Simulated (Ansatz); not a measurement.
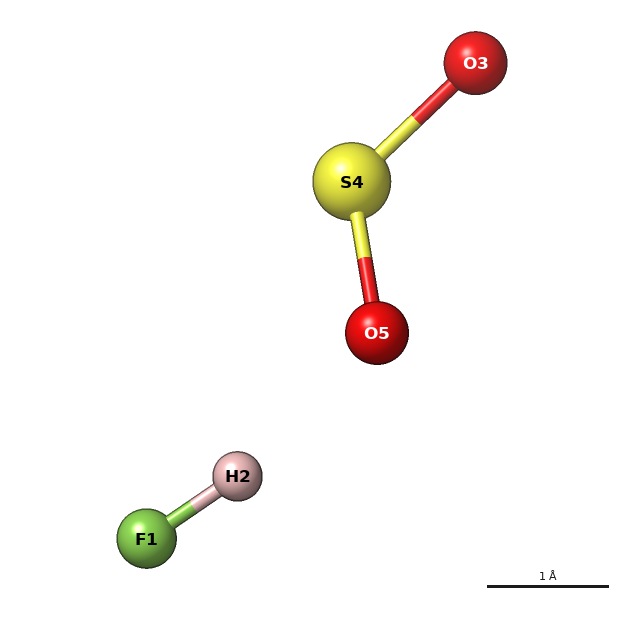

Source: calculation with Ansatz.

Geometry: a pair of rigid molecules at a changed separation.

Which hydrogen bonds does the structure hold? Count O, N, F, S and Cl donors.

```json
{"D–H···A": "F1–H2···S4", "D–H (Å)": "0.93", "H···A (Å)": "2.69", "angle (°)": "139", "kind": "intermolecular"}
{"D–H···A": "F1–H2···O5", "D–H (Å)": "0.93", "H···A (Å)": "1.66", "angle (°)": "166", "kind": "intermolecular"}
```
